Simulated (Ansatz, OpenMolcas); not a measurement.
## A ladder of methods for AlSiH4O (SMILES [AlH][O][SiH3])

AlSiH4O has 7 atoms, charge 0, and is taken as a doublet. As SMILES, `[AlH][O][SiH3]`. The shape is that of a PBE0-D4/def2-TZVP optimisation. This is one conformer, not always the lowest.

Each level gives the vertical ionisation energy (to the singlet cation) (eV). The values are calculated.

```
                level                    kind     program  value (eV)
   USVWN5/aug-cc-pVDZ                     LDA  OpenMolcas        7.77
 U-revPBE/aug-cc-pVDZ                     GGA      Ansatz        7.81
    UBLYP/aug-cc-pVDZ                     GGA  OpenMolcas        7.68
     UPBE/aug-cc-pVDZ                     GGA  OpenMolcas        7.81
U-r2SCAN0/aug-cc-pVDZ         hybrid meta-GGA      Ansatz        8.11
    UPBE0/aug-cc-pVDZ           global hybrid      Ansatz        7.99
  U-wB97X/aug-cc-pVDZ  range-separated hybrid      Ansatz        7.91
     UMP2/aug-cc-pVDZ     perturbation theory      Ansatz        7.80
```

The values span 7.68 to 8.11 eV.

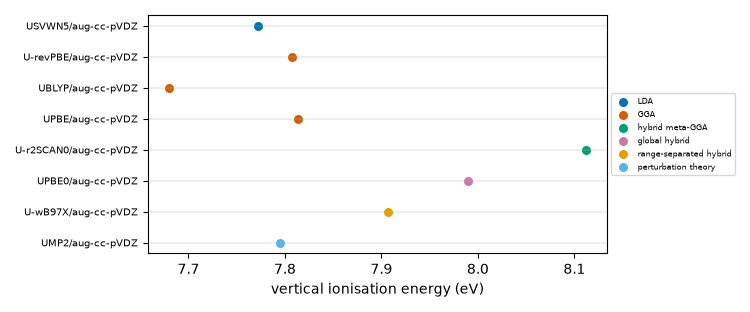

The values of the table, level by level.
